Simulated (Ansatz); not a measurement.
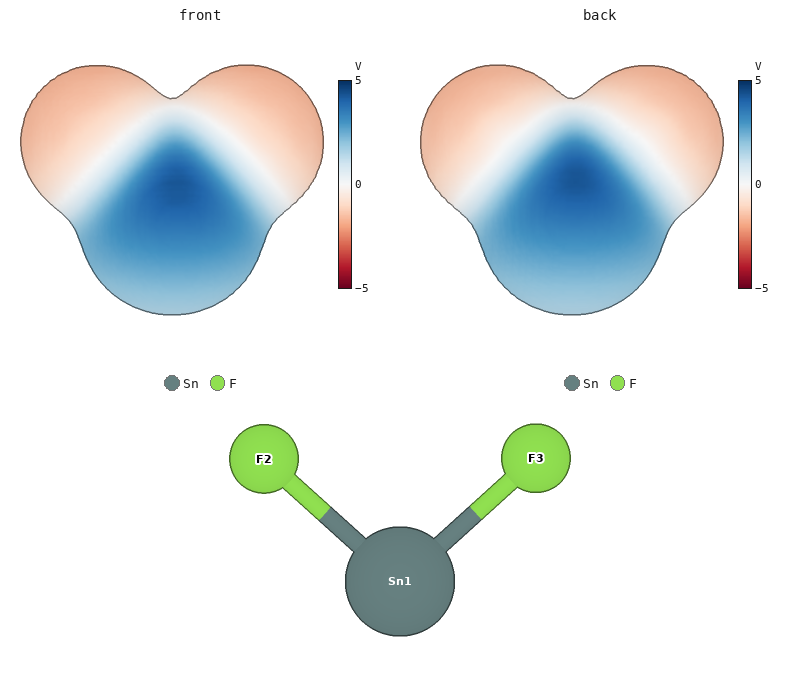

F₂Sn (SnF2). The molecular electrostatic potential painted on the density surface at 0.004 e/bohr³, seen from the front and from behind; red is negative and blue positive. The bare structure is drawn below in the same view.

Geometry: PBE0-D4/def2-TZVP; core potentials replace the inner electrons of Sn.

Method: RKS PBE0-D4/def2-TZVP in Ansatz.

Input file:

```
crystal:
  periodic: [false, false, false]
  atoms:
    - {symbol: Sn, position_ang: [0.005430, -0.007548, -0.863456]}
    - {symbol: F, position_ang: [1.430626, -0.018342, 0.440941]}
    - {symbol: F, position_ang: [-1.436066, 0.025890, 0.422515]}
basis:
  gaussian: {orbitals: def2-TZVP, initial_orbitals: start.molden}
hamiltonian: {xc: pbe0, dispersion: d4}
output: {orbitals: {seedname: orbitals}}
```

Run with:

```sh
ansatz run in.yaml --threads 4 --pin off --events-out ev --progress --plain --max-ram 3916MiB
```

> Describe the electrostatic potential map.

The most negative region (about −1.7 V) lies over F2 and F3, the most positive (about +4.2 V) over Sn1.
